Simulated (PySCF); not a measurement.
# WN (charge −1, triplet): what the fields show

```tsv
atom	x (Å)	y (Å)	z (Å)
W	0.0000	0.0000	-0.1179
N	0.0000	0.0000	1.5491
```

⟨S²⟩ = 2.10, above the pure value of 2.00; core potentials replace the inner electrons of W.

Theory: PBE0/def2-TZVPPD, non-relativistic Hamiltonian with scalar-relativistic core potentials where named, at a bond length of 1.667 Å in PySCF.

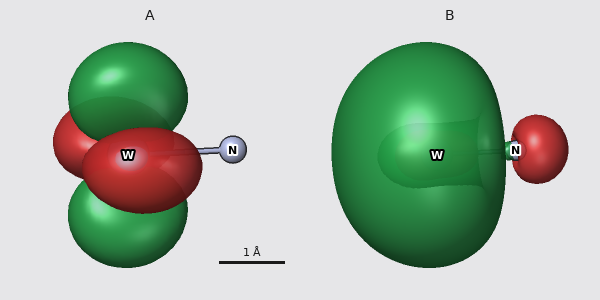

Figure 1. Two frontier α-spin orbitals, each drawn at the value that holds 80 % of its norm (green and red are the two phases), in no order; of a degenerate pair one member is drawn.

Question: Name the orbitals and rank them from lowest to highest energy.

Answer: Orbital B: σ, occupied in this spin, −0.79 eV; mainly on W (95 %).
Orbital A: δ, occupied in this spin, −0.18 eV; almost wholly on W.

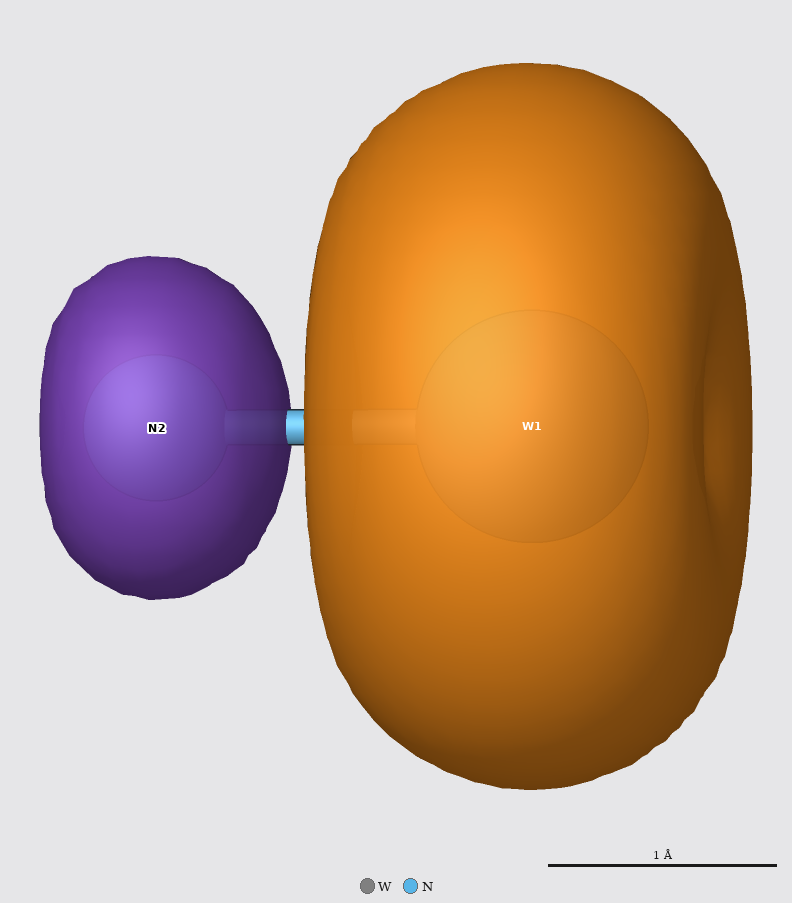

Figure 2. Isosurfaces of the spin density at +0.05 (orange) and −0.05 e/Å³ (purple), seen from one side.

Question: Describe the spin distribution.

Answer: The unpaired spin (2 electrons) lies mostly on W1 (about 2.2), in electrons by Hirshfeld's partition, with opposite, polarisation-induced spin on N2.

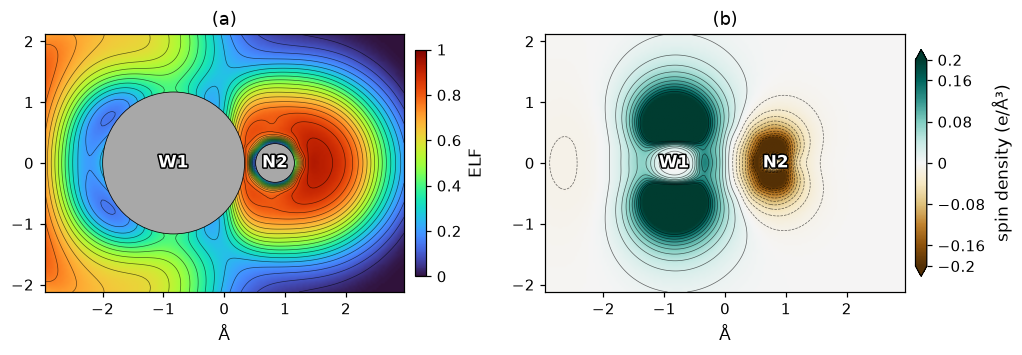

Figure 3. (a) ELF; (b) spin density (α minus β) on a plane that holds the molecular axis. Grey discs cover the atomic cores in the ELF map.

Question: Describe what can be read from this map.

Answer: Atoms in the plane: W and N.
W–N (1.67 Å): the ELF peaks at about 0.80 in the valence shell of N, 0.6 Å from its nucleus, and is about 0.50 at the midpoint.
